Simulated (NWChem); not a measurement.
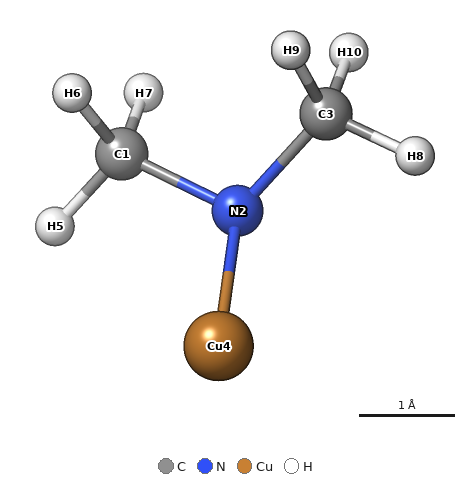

Fig. 1: The structure as given in the input (ball-and-stick view, seen at a tilt; atoms are numbered from 1 in the order of the input). Sticks mark near contacts.

## Energy and gradient calculation, with input and output: C$_{2}$H$_{6}$CuN

- system: C$_{2}$H$_{6}$CuN, SMILES C[N](C)[Cu]
- method: B3LYP/6-31G*, RKS (NWChem 7.3.0)

The geometry comes from this level: PBE0-D4/def2-TZVP.

### Input
```python
from ase import Atoms
from ase.calculators.nwchem import NWChem

system = Atoms(['C', 'N', 'C', 'Cu', 'H', 'H', 'H', 'H', 'H', 'H'], positions=[
    [-0.203000, 1.019300, -0.587000],
    [-0.357400, -0.400300, -0.391500],
    [0.575000, -0.876600, 0.599000],
    [-2.084200, -1.008800, -0.231500],
    [-0.888400, 1.386800, -1.354700],
    [-0.351400, 1.630700, 0.321200],
    [0.822700, 1.229500, -0.936100],
    [0.483700, -1.956800, 0.736900],
    [0.481400, -0.398800, 1.590700],
    [1.604700, -0.676300, 0.256000],
])

calc = NWChem(
    label='run',
    theory='dft',
    memory='2200 mb',
    basis='6-31G*',
    dft={'xc': 'b3lyp', 'mult': '1', 'grid': 'fine', 'convergence': 'energy 1e-08', 'iterations': '100', 'mulliken': None},
)
system.calc = calc

forces = system.get_forces()
print(f"energy = {system.get_potential_energy():.6f} eV")
print("forces (eV/A):")
for s, f in zip(system.symbols, forces):
    print(f"{s:2s} {f[0]:10.5f} {f[1]:10.5f} {f[2]:10.5f}")
print("dipole (e A):", system.get_dipole_moment().round(4))
```

### File run.nwi
```
title "run"

permanent_dir run

scratch_dir run

start run

geometry units angstrom nocenter noautosym noautoz
  C  -2.0300000000000001e-01 1.0193000000000001e+00 -5.8699999999999997e-01
  N  -3.5740000000000000e-01 -4.0029999999999999e-01 -3.9150000000000001e-01
  C  5.7499999999999996e-01 -8.7660000000000005e-01 5.9899999999999998e-01
  Cu -2.0842000000000001e+00 -1.0087999999999999e+00 -2.3150000000000001e-01
  H  -8.8839999999999997e-01 1.3868000000000000e+00 -1.3547000000000000e+00
  H  -3.5139999999999999e-01 1.6307000000000000e+00 3.2119999999999999e-01
  H  8.2269999999999999e-01 1.2295000000000000e+00 -9.3610000000000004e-01
  H  4.8370000000000002e-01 -1.9568000000000001e+00 7.3690000000000000e-01
  H  4.8139999999999999e-01 -3.9879999999999999e-01 1.5907000000000000e+00
  H  1.6047000000000000e+00 -6.7630000000000001e-01 2.5600000000000001e-01
end

memory 2200 mb

basis noprint
   * library 6-31G*
end

dft
  xc b3lyp
  mult 1
  grid fine
  convergence energy 1e-08
  iterations 100
  mulliken
end

task dft gradient
```

Launch command:
```bash
export ASE_NWCHEM_COMMAND="nwchem PREFIX.nwi > PREFIX.nwo"
python run.py
```

### What the program printed
```
energy = -48294.324031 eV
forces (eV/A):
C    -0.10038    0.32324   -0.03476
N    -1.73226   -0.81139   -0.16116
C     0.10238   -0.17314    0.27341
Cu    1.82523    0.68926   -0.09544
H    -0.08192   -0.01075   -0.06130
H    -0.00905    0.04638    0.06489
H     0.02674   -0.01028   -0.02041
H    -0.04993   -0.08942   -0.01208
H    -0.00396    0.03502    0.07410
H     0.02319    0.00103   -0.02715
dipole (e A): [-0.3171 -0.0823  0.0765]
```

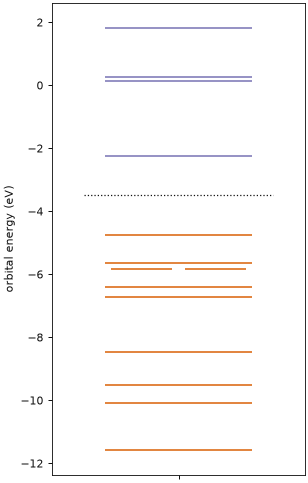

Fig. 2: Orbital energies near the frontier; the dotted line parts filled from empty levels, and levels within 0.02 eV of each other stand side by side. Highest filled −4.76 eV, lowest empty −2.24 eV, 2.52 eV apart.

### Results in brief

| quantity | value |
| --- | --- |
| outcome | converged |
| total energy | −1774.783688 hartree |
| basis functions | 96 |
| largest force | 1.953 eV/Å |
| HOMO | −4.76 eV |
| LUMO | −2.24 eV |
| dipole moment | 1.62 D |
| hardware | 1 thread of AMD EPYC (Zen 5), 16 GiB of memory available, shared host |
| wall time | 2.1 min |
| peak memory | 0.14 GiB |
